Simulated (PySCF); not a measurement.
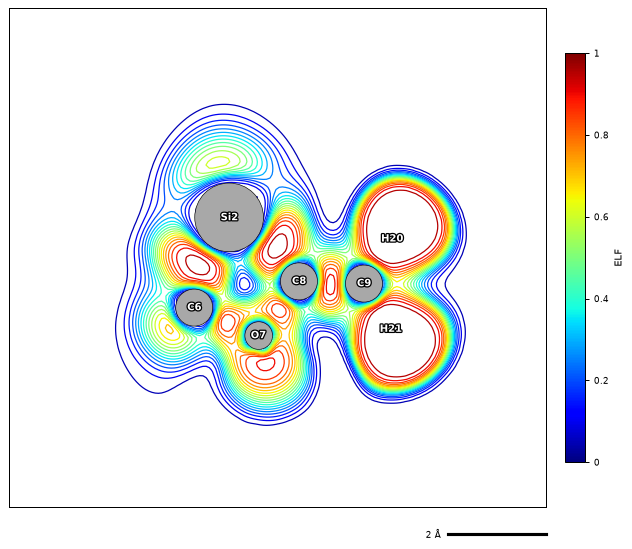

The picture shows: C5H12B2OSi. Electron localisation function on the plane of atoms Si2, C8 and O7. Grey discs cover the atomic cores.

Geometry: GFN2-xTB.

Method: PySCF 2.14.0, PBE0/pcSseg-1, SCF density, gas phase, non-relativistic.

```xyz
21

B    -0.1726    2.1853   -1.5443
Si   -0.2942    0.7049   -0.2867
B     1.2740   -0.3157    0.3482
C     2.3304    0.3506    1.3088
C     1.4731   -1.8114   -0.0939
C    -1.5569    0.9900    1.1968
O    -2.4896    0.0452    0.6605
C    -1.8692   -0.3895   -0.4869
C    -2.3716   -1.2889   -1.3200
H    -0.1354    3.2985   -1.1860
H    -0.1071    1.9962   -2.6964
H     3.1984    0.6377    0.7112
H     1.9874    1.2514    1.8132
H     2.7097   -0.3358    2.0645
H     1.3426   -1.9506   -1.1662
H     0.6861   -2.4132    0.3642
H     2.4253   -2.2539    0.1931
H    -1.2544    0.6775    2.1998
H    -2.0314    1.9717    1.2747
H    -1.8264   -1.5742   -2.2011
H    -3.3271   -1.7588   -1.1538
```

Q: What does the map show?

A: The section cuts through Si, C, O and H sites.
C–C (1.32 Å): the ELF peaks at about 0.95 between the atoms; a short, multiple covalent bond.
C–O (1.37 Å): the ELF peaks at about 0.90 between the atoms: a shared but strongly polarised pair.
C–Si (1.93 Å): the ELF peaks at about 0.95 between the atoms (localised, covalent bonding).
C–H (1.07 Å): the ELF climbs to about 1 towards the hydrogen, as it does in any bond to H; a covalent bond by its length.
C–O (1.43 Å): the ELF peaks at about 0.90 between the atoms, as expected for a polar covalent bond.
The ELF also peaks beside O7, away from the bonds: lone-pair regions.
